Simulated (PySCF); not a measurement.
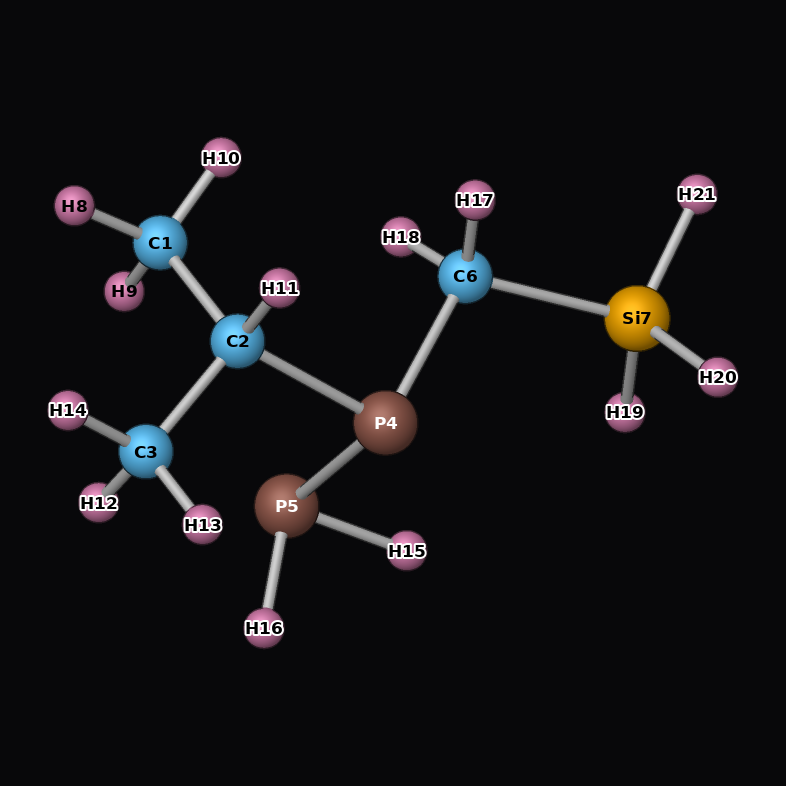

The questions are on Hirshfeld charges. Computed geometry: GFN2-xTB optimisation. No frequency run is at hand to confirm it as a minimum. Properties computed with PBE0/pcSseg-1, gas phase (PySCF 2.14.0).

Which atom carries the highest charge (most positive or least negative)?

Si7 (0.30 e).

And the lowest?

C6 (−0.21 e).

Give the Hirshfeld charges atom by atom.

```csv
atom,value (e)
C1,−0.13
C2,−0.06
C3,−0.12
P4,0.10
P5,0.03
C6,−0.21
Si7,0.30
H8,0.04
H9,0.03
H10,0.04
H11,0.04
H12,0.03
H13,0.04
H14,0.04
H15,−0.01
H16,−0.01
H17,0.05
H18,0.04
H19,−0.08
H20,−0.08
H21,−0.08
```

The geometry is semi-empirical. Around P, Si such bond lengths and angles can be off by a tenth of an ångström or more and by several degrees, and values that hang on the shape move with them.
